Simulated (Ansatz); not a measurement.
The relaxed structure here is a generated cell of FeSi2: the first start was made by placing the elements on the sites of a structure type, and the end was not matched to a known phase here, so it may be hypothetical.

A relaxed structure of FeSi₂. Method: r2SCAN (plane waves to 500 eV, PAW, scalar-relativistic; Ansatz, a program for electronic structure).

P4₂/mnm (No. 136), tP6, rutile type; a = b = 5.5876 Å, c = 2.7880 Å, α = β = γ = 90.00°.

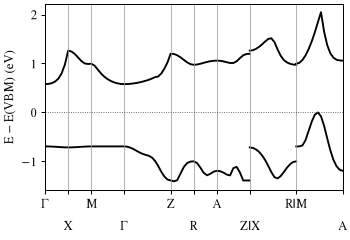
Highest filled and lowest empty band along the path of this cell's Brillouin zone

Question: Read off the gap and say whether it is direct.

Answer: 0.58 eV, indirect (valence top at 47 % of the way from M to A, conduction bottom at Γ) (no spin-orbit coupling).

Question: How far does the top valence band disperse along this path?

Answer: About 1.4 eV.

No spin polarisation in the result: the starting moments vanished. A magnetic state may lie lower.

The run could not lose the symmetry of its start, so the end can be a saddle point.
